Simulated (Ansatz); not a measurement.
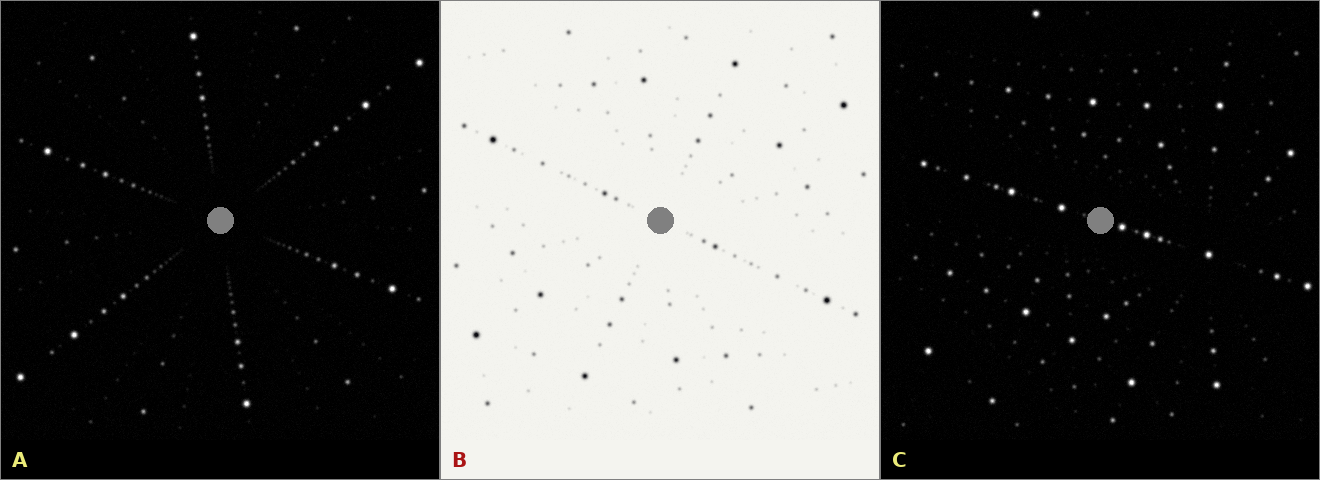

Simulated back-reflection Laue patterns (white X-rays, 0.45 to 2.2 Å, flat plate covering ±45° about the beam, kinematic intensities, seen from the source). Crystal: Ti, space group P6_3/mmc (No. 194), a = 2.90 Å, c = 4.59 Å (hexagonal axes). Structure: the input geometry of an electronic-structure calculation (not necessarily at equilibrium).

```tsv
atom	site	symmetry	x	y	z
Ti	2d	-6m2	0.3333	0.6667	0.7500
```

Question: The directions [001], [210], [211] point towards the source, in some order. Which is which?

Answer: A: [001], symmetry 6mm (a sixfold axis with mirror lines). B: [210], symmetry 2mm (a twofold axis with two mirror lines). C: [211], symmetry m (one mirror line). The Laue class is 6/mmm.
